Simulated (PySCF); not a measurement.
**Cl₂GeH₂, SMILES `Cl[GeH2]Cl`: what the electrons do**

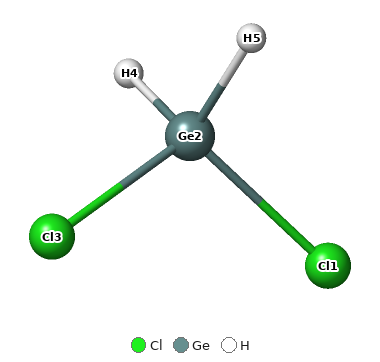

The molecule, with its atoms numbered as below. No frequency check shows the geometry to be a minimum.

Coordinates in Å:

```
Cl1     -1.6985   -0.6404   -0.0000
Ge2     -0.0001    0.5899    0.0000
Cl3      1.6986   -0.6403    0.0000
H4      -0.0003    1.4483    1.2462
H5       0.0003    1.4483   -1.2462
```

## 1. Bonding charge

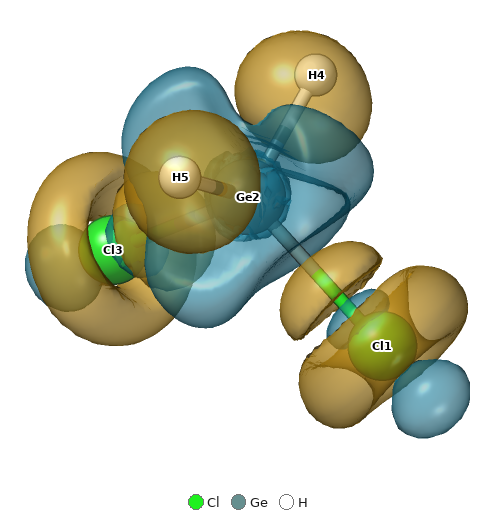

Deformation density (molecule less spherical, spin-averaged free atoms at the same positions), surfaces at ±0.04 e/Å³; yellow: gain, teal: loss.

PySCF calculation, B3LYP/def2-SVPD, gas phase; geometry: GFN2-xTB.

Q: Describe the bonding that the map shows.

A: Ge2–H4 and Ge2–H5: +0.27 e/Å³ at the bond critical point (bond length 1.51 Å). Cl1–Ge2 and Ge2–Cl3: +0.05 e/Å³ at the bond critical point (bond length 2.10 Å). In all, 1.1 electrons gather in the regions of gain relative to the promolecule. A small or negative value marks a very polar bond, one between electron-rich atoms, whose free-atom densities already overlap strongly, a long bond to a heavier atom, or a closed-shell contact such as a hydrogen bond.

## 2. Bond critical points

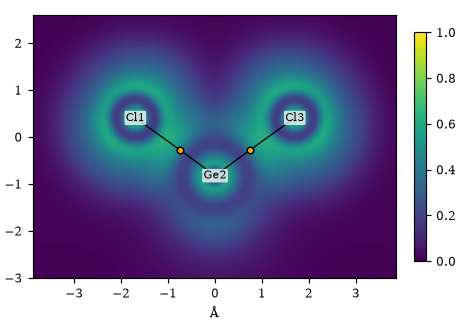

Localised orbital locator (LOL) in the plane of Cl1, Ge2 and Cl3, with bond paths and bond critical points (dots).

Q: Rank the bonds in the plane by LOL at their critical points.

A: Cl1–Ge2 and Ge2–Cl3: about 0.43. Values above 0.5 mark slow, localised electrons, as in shared pairs; low values at a critical point mark a polar or closed-shell contact whose critical point lies between the shells.

Q: Where along Cl1–Ge2 does the critical point lie?

A: 1.17 Å from Cl1 and 0.92 Å from Ge2.

## 3. Local ionisation energy

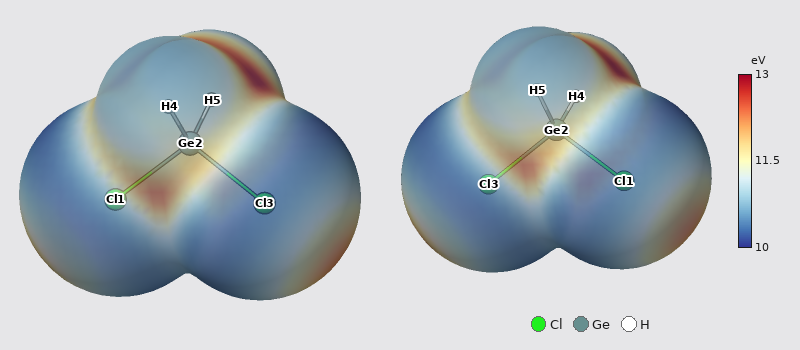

Average local ionisation energy on the surface of electron density 0.001 a.u. (back view left, front view right).

Q: Locate the minima of the map.

A: The lowest value is 10.2 eV, 2.1 Å from Cl3, and at like points elsewhere. For comparison, the highest occupied orbital lies at −8.8 eV.

## 4. In an electric field

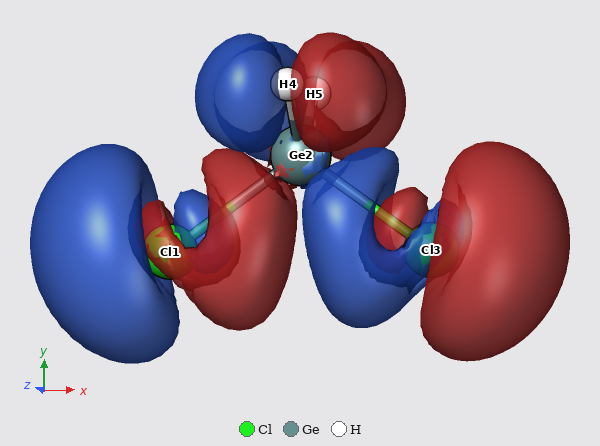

Change of the electron density in a uniform field of 0.21 V/Å, surfaces at ±0.001 e/Å³ (blue: gain, red: loss).

Computed with PySCF, B3LYP/def2-SVPD, geometry: GFN2-xTB.

Q: Along which Cartesian direction does the field point?

A: Along +x: electrons gather on the −x side, against the field.

Q: What dipole is induced, and what polarisability does it imply?

A: The induced dipole is 0.68 D (along the field); α along this axis, from the fields in both directions, is 67 bohr³ (9.9 Å³).

Q: Which atoms gain and lose the most charge?

A: Electrons gather most on Cl1 (Hirshfeld charge changes by −0.021 e) and leave Cl3 most (+0.021 e); 0.052 electrons are displaced in all.

## 5. Removing or adding an electron

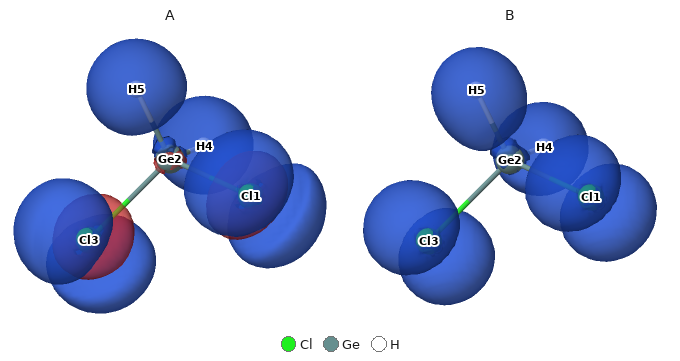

The Fukui function f⁻ from two separate SCF calculations and the density of the HOMO, at ±0.015 e/Å³ (blue positive, red negative).

Method: B3LYP/def2-SVPD; geometry: GFN2-xTB; program: PySCF.

Q: Which panel is which, and how good is the frozen-orbital picture?

A: A is f⁻ (it has negative regions), B the HOMO density. The HOMO lies on Cl1 and Cl3 (32 % each), Ge2 (15 %) and H4 and H5 (11 % each); f⁻ (Hirshfeld-condensed) is largest on Cl1 and Cl3 (0.31 each); the vertical ionisation energy is 11.12 eV. Relaxation shifts 2 % of the electron between atoms. The orbital energy is −8.82 eV.

The PySCF runs shown took 6 s, 12 s and 70 s on 1 thread of Intel(R) Xeon(R) 6975P-C (Granite Rapids), on a shared host.
